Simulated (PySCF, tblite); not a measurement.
# C₂H₉PSi₂: dynamics, then NMR shifts on frames

How do NMR shifts of C₂H₉PSi₂ (`C1C[SiH2]P[SiH2]1`) change as the atoms move?

Programs: tblite 0.8.0 and PySCF 2.14.0, with density-fitted response routines of our own. Each step states its level of theory. These are calculated values for one molecule in the gas phase, unless marked as measured. Atoms are numbered from 0 throughout.

### 1 Starting geometry

14 atoms, charge 0, multiplicity 1; geometry from: GFN2-xTB.

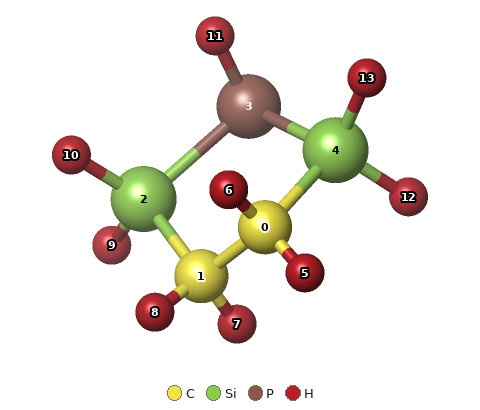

As it starts; carbon yellow, silicon green, phosphorus brown, hydrogen red, atoms numbered; sticks join atoms by distance.

### 2 Thermal motion with GFN2-xTB

What the job is given:

```
{"job": {"kind": "md", "xc": "GFN2-xTB", "basis": "xTB", "temperature": 400, "steps": 2000, "every": 50, "frames": 5}, "charge": 0, "multiplicity": 1}
C      0.277967    -1.233567     0.311361
C     -1.077002    -0.765050    -0.217663
Si    -1.297541     1.122971     0.018657
P      0.739842     1.940512    -0.449196
Si     1.682883    -0.091171    -0.317115
H      0.458320    -2.269283     0.019646
H      0.262836    -1.216715     1.403811
H     -1.138302    -0.989259    -1.285110
H     -1.884881    -1.319335     0.262429
H     -2.273147     1.666093    -0.927579
H     -1.713744     1.426940     1.392188
H      1.036527     2.317595     0.844443
H      2.096780    -0.471091    -1.671831
H      2.828785    -0.119113     0.593792
```

With the program's defaults for keys left out, this is: GFN2-xTB Langevin dynamics, gas phase.

On the command line:

```bash
> OMP_NUM_THREADS=1 python probes_run.py task.json out
```

This one command runs all jobs of the session in turn.

Standard output:

```text
t/fs     T/K      E/eV
    0.0   309.9   -403.82589
   25.0   188.1   -403.43415
   50.0   297.7   -403.39334
   75.0   297.8   -403.23537
  100.0   219.4   -403.00979
  125.0   455.1   -403.27395
  150.0   328.0   -403.00110
  175.0   457.7   -403.14260
  200.0   307.5   -402.76604
  225.0   397.0   -403.23362
  250.0   308.1   -402.93526
  275.0   329.2   -403.20501
  300.0   307.3   -403.25750
  325.0   307.0   -403.25325
  350.0   342.8   -403.28355
  375.0   484.8   -403.37080
  400.0   303.7   -403.06681
  425.0   418.8   -403.18352
  450.0   348.4   -403.21906
  475.0   370.3   -403.24462
  500.0   299.8   -403.17405
  525.0   391.8   -403.36444
  550.0   276.7   -403.16425
  575.0   388.1   -403.11444
  600.0   427.3   -403.14312
  625.0   355.3   -403.14696
  650.0   358.4   -403.21755
  675.0   418.0   -403.25200
  700.0   410.1   -402.90205
  725.0   459.2   -403.05840
  750.0   498.8   -403.16613
  775.0   497.4   -403.07662
  800.0   586.0   -403.15424
  825.0   434.3   -402.83147
  850.0   401.2   -402.90018
  875.0   434.5   -403.08600
  900.0   372.9   -403.11796
  925.0   295.3   -402.83338
  950.0   335.0   -402.99703
  975.0   379.7   -403.04191
 1000.0   412.4   -403.02178
```

Run time: 11 s. Hardware: 1 thread of Intel Xeon 6975P-C, shared host; peak memory 0.18 GiB.

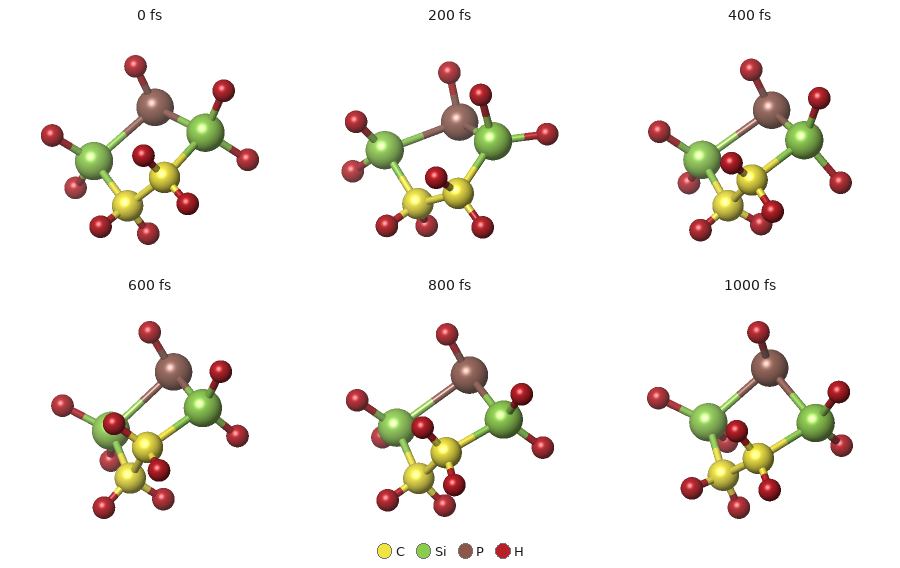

Frames of the run.

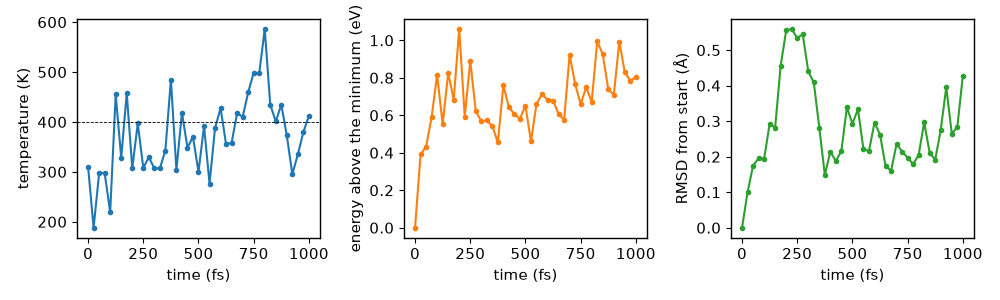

Temperature, potential energy and distance from the start.

Positions (Å) and forces (eV/Å) at 1000 fs:

```xyz
14

C     0.281   -1.465    0.542    0.608   -0.623   -0.136
C    -0.888   -0.665    0.001   -0.170   -1.330    0.891
Si   -0.577    1.167    0.148    0.090    0.815    0.350
P     1.610    1.323    0.331    1.680   -0.318    0.766
Si    1.961   -0.923   -0.134    0.712    1.344    1.592
H     0.141   -2.546    0.395   -0.215    0.215    0.229
H     0.314   -1.235    1.603    0.112   -0.397    0.307
H    -1.114   -1.000   -0.985   -0.184    0.003   -0.881
H    -1.677   -1.037    0.636   -0.897    0.291    0.033
H    -0.657    1.590   -1.248   -0.332    0.429   -0.057
H    -1.263    1.873    1.260    0.029   -0.227   -0.447
H     2.063    1.270    1.703   -0.812    0.016   -0.923
H     2.018   -0.740   -1.552    0.255   -0.501   -0.687
H     3.101   -1.432    0.807   -0.876    0.283   -1.037
```

### 3 Nuclear shieldings: 250 fs, PBE0/pcSseg-1

What the job is given:

```
{"job": {"kind": "nmr", "xc": "PBE0", "basis": "pcSseg-1", "pop": false}, "charge": 0, "multiplicity": 1}
C      0.003300    -1.530700    -0.067000
C     -1.359500    -0.775700    -0.262000
Si    -1.167700     1.012800     0.203900
P      0.713100     1.339500    -0.852300
Si     1.675700    -0.496900    -0.188400
H     -0.170100    -2.420700    -0.634000
H     -0.002800    -1.812100     0.982800
H     -1.791200    -0.945500    -1.298400
H     -2.138700    -1.100200     0.328300
H     -2.344600     1.882800    -0.009800
H     -0.848000     1.439700     1.600000
H      1.178400     2.250300     0.079200
H      2.443200    -0.917600    -1.419600
H      2.524400    -0.373700     1.001200
```

Method: GIAO PBE0/pcSseg-1 NMR shielding, non-relativistic, gas phase.

Standard output:

```text
coarse grid: 12624 points
cycle   1  E = -1001.3629898745  dE =  3.505e-01  |g| = 3.572e-01  |ddm| = 3.385e+00
cycle   2  E = -1001.3449110304  dE =  1.808e-02  |g| = 4.409e-01  |ddm| = 8.444e-01
cycle   3  E = -1001.3978963353  dE = -5.299e-02  |g| = 4.317e-02  |ddm| = 5.006e-01
cycle   4  E = -1001.3983654085  dE = -4.691e-04  |g| = 1.711e-02  |ddm| = 8.012e-02
cycle   5  E = -1001.3984514263  dE = -8.602e-05  |g| = 3.392e-03  |ddm| = 3.035e-02
cycle   6  E = -1001.3984544595  dE = -3.033e-06  |g| = 8.523e-04  |ddm| = 6.296e-03
final grid: 106544 points
cycle   7  E = -1001.4272973673  dE = -1.953e-05  |g| = 5.700e-03  |ddm| = 2.198e-02
cycle   8  E = -1001.4272902628  dE =  7.105e-06  |g| = 7.560e-03  |ddm| = 1.258e-02
cycle   9  E = -1001.4273057076  dE = -1.544e-05  |g| = 4.512e-04  |ddm| = 7.720e-03
cycle  10  E = -1001.4273057578  dE = -5.028e-08  |g| = 1.149e-04  |ddm| = 7.248e-04
cycle  11  E = -1001.4273057612  dE = -3.379e-09  |g| = 3.350e-05  |ddm| = 1.918e-04
cycle  12  E = -1001.4273057615  dE = -2.990e-10  |g| = 6.771e-06  |ddm| = 5.100e-05
converged SCF energy = -1001.4273057615

GIAO shielding tensors (ppm)
atom      isotropic    diamagn.    paramagn.     s11        s22        s33       span
  0 C      181.545     249.863     -68.317    154.634    181.451    208.552     53.918
  1 C      178.645     252.526     -73.881    159.567    173.875    202.494     42.927
  2 Si     377.341     880.707    -503.367    286.111    357.329    488.581    202.470
  3 P      652.559     969.203    -316.644    561.756    619.920    776.001    214.245
  4 Si     395.721     879.012    -483.290    368.292    385.537    433.335     65.042
  5 H       30.318      29.772       0.546     22.498     28.697     39.760     17.262
  6 H       30.982      30.524       0.458     24.375     29.628     38.943     14.568
  7 H       29.890      29.926      -0.035     24.730     26.473     38.467     13.737
  8 H       31.772      32.246      -0.474     26.052     29.149     40.115     14.064
  9 H       26.923      29.202      -2.279     23.274     24.128     33.367     10.093
 10 H       26.545      29.772      -3.227     22.465     24.429     32.741     10.276
 11 H       31.145      30.813       0.331     24.661     26.957     41.816     17.155
 12 H       26.490      27.680      -1.190     22.635     23.794     33.041     10.406
 13 H       26.930      28.131      -1.201     23.310     23.951     33.530     10.220
```

It took 11 s on 1 thread of Intel Xeon 6975P-C, shared host; peak memory 0.72 GiB.

The references, computed at this level on geometries of the same kind, shield at (ppm): 1H TMS 31.72, 13C TMS 186.9, 29Si TMS 349.2, 31P H3PO4 318.4. Their shielding less the atom's gives the shift. The references are single molecules in the gas phase, so shifts against H2O, NH3, PH3, H3PO4 or CFCl3 are not on the usual liquid scales and can be off by tens of ppm. Each atom is listed at this fixed geometry, with no averaging over motion; a spectrum would average atoms that exchange fast.

```csv
atoms,environment,σ (ppm),δ (ppm)
C1,sp3 CH2 bonded to Si,178.6,8.3
C0,sp3 CH2 bonded to Si,181.5,5.4
H12,"hydrogen on a silicon bonded to C, P, in a 5-membered ring",26.49,5.23
H10,"hydrogen on a silicon bonded to C, P, in a 5-membered ring",26.54,5.17
H9,"hydrogen on a silicon bonded to C, P, in a 5-membered ring",26.92,4.79
H13,"hydrogen on a silicon bonded to C, P, in a 5-membered ring",26.93,4.79
H7,hydrogen on an sp3 CH2 bonded to Si,29.89,1.83
H5,hydrogen on an sp3 CH2 bonded to Si,30.32,1.40
H6,hydrogen on an sp3 CH2 bonded to Si,30.98,0.73
H11,"hydrogen on a phosphorus bonded to 2 Si, in a 5-membered ring",31.14,0.57
H8,hydrogen on an sp3 CH2 bonded to Si,31.77,-0.06
Si2,"silicon bonded to C, P, 2 H, in a 5-membered ring",377.3,-28.2
Si4,"silicon bonded to C, P, 2 H, in a 5-membered ring",395.7,-46.6
P3,"phosphorus bonded to 2 Si, H, in a 5-membered ring",652.6,-334.2
```

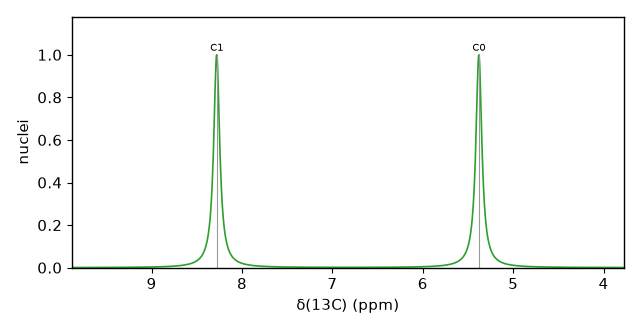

13C lines at the computed shifts, without couplings. Lines are broadened to a width of 0.08 ppm (Lorentzian).

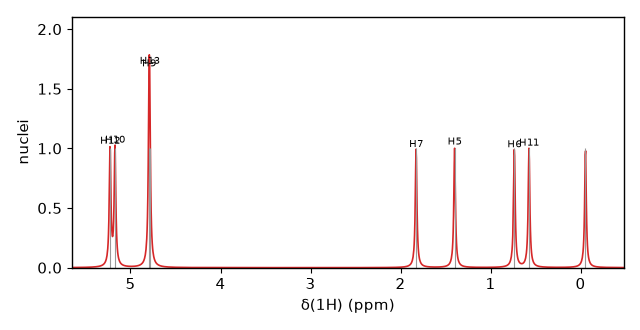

1H lines at the computed shifts, without couplings. Lines are broadened to a width of 0.02 ppm (Lorentzian).

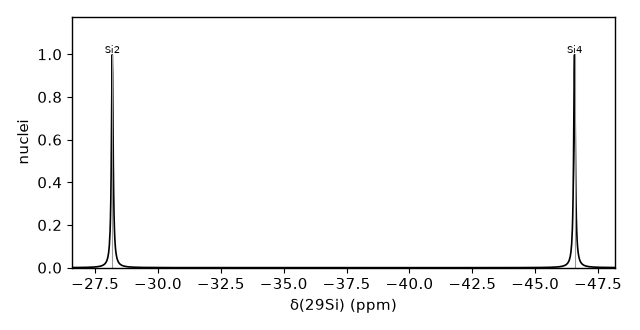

29Si lines at the computed shifts, without couplings. Lines are broadened to a width of 0.08 ppm (Lorentzian).

Ring of atoms C0, C1, Si2, P3, Si4: NICS(0) -5.0, NICS(1) -4.2, NICS(1)zz -2.3 ppm (means of both faces).

### 4 Shielding tensors: 425 fs, PBE0/pcSseg-1

What the job is given:

```
{"job": {"kind": "nmr", "xc": "PBE0", "basis": "pcSseg-1", "pop": false}, "charge": 0, "multiplicity": 1}
C     -0.060800    -1.645600     0.556100
C     -1.140400    -1.090200    -0.372200
Si    -1.017700     0.819900    -0.338100
P      1.105400     1.271900    -0.564500
Si     1.668000    -0.939700    -0.112500
H     -0.061300    -2.724400     0.891200
H     -0.110300    -1.191900     1.491400
H     -0.962200    -1.454700    -1.342600
H     -2.112000    -1.297200     0.087300
H     -1.907600     1.281200    -1.455100
H     -1.456800     1.526000     0.901800
H      1.185500     1.787700     0.722400
H      2.300200    -1.517700    -1.273100
H      2.614700    -1.139600     1.052000
```

Method: GIAO PBE0/pcSseg-1 NMR shielding, non-relativistic, gas phase.

Standard output:

```text
coarse grid: 12624 points
cycle   1  E = -1001.3788883038  dE =  2.460e-01  |g| = 3.575e-01  |ddm| = 3.354e+00
cycle   2  E = -1001.3628495948  dE =  1.604e-02  |g| = 4.316e-01  |ddm| = 7.587e-01
cycle   3  E = -1001.4126569883  dE = -4.981e-02  |g| = 4.455e-02  |ddm| = 4.516e-01
cycle   4  E = -1001.4131565245  dE = -4.995e-04  |g| = 1.885e-02  |ddm| = 8.956e-02
cycle   5  E = -1001.4132625814  dE = -1.061e-04  |g| = 3.074e-03  |ddm| = 3.315e-02
cycle   6  E = -1001.4132651285  dE = -2.547e-06  |g| = 5.464e-04  |ddm| = 5.234e-03
final grid: 106544 points
cycle   7  E = -1001.4422853556  dE = -1.873e-05  |g| = 5.771e-03  |ddm| = 2.261e-02
cycle   8  E = -1001.4422774972  dE =  7.858e-06  |g| = 7.744e-03  |ddm| = 1.367e-02
cycle   9  E = -1001.4422939148  dE = -1.642e-05  |g| = 4.030e-04  |ddm| = 8.417e-03
cycle  10  E = -1001.4422939520  dE = -3.717e-08  |g| = 1.114e-04  |ddm| = 5.913e-04
cycle  11  E = -1001.4422939548  dE = -2.806e-09  |g| = 3.873e-05  |ddm| = 1.323e-04
cycle  12  E = -1001.4422939552  dE = -3.724e-10  |g| = 5.849e-06  |ddm| = 4.083e-05
converged SCF energy = -1001.4422939552

GIAO shielding tensors (ppm)
atom      isotropic    diamagn.    paramagn.     s11        s22        s33       span
  0 C      167.929     255.506     -87.577    151.981    174.550    177.257     25.276
  1 C      177.116     253.276     -76.160    161.929    171.850    197.568     35.639
  2 Si     380.085     880.449    -500.364    304.777    374.263    461.215    156.438
  3 P      663.178     968.618    -305.439    590.944    650.708    747.883    156.939
  4 Si     369.090     879.487    -510.397    279.398    386.749    441.125    161.727
  5 H       29.216      28.829       0.388     24.194     26.194     37.262     13.068
  6 H       32.665      35.146      -2.481     29.059     29.904     39.033      9.974
  7 H       31.830      32.117      -0.287     27.033     29.320     39.138     12.105
  8 H       29.706      29.969      -0.263     23.809     27.466     37.843     14.033
  9 H       26.841      28.762      -1.921     22.792     24.617     33.115     10.324
 10 H       26.847      29.415      -2.568     22.829     24.236     33.478     10.649
 11 H       31.013      30.901       0.112     24.814     26.709     41.515     16.701
 12 H       27.537      29.123      -1.586     23.226     25.124     34.262     11.036
 13 H       26.318      28.313      -1.995     22.710     23.985     32.258      9.548
```

It took 10 s on 1 thread of Intel Xeon 6975P-C, shared host; peak memory 0.74 GiB.

This run: δ C0 19.0, C1 9.8, Si4 -19.9, Si2 -30.9, H13 5.40, H9 4.88 ppm.

(Part 1 of 2 ends here.)
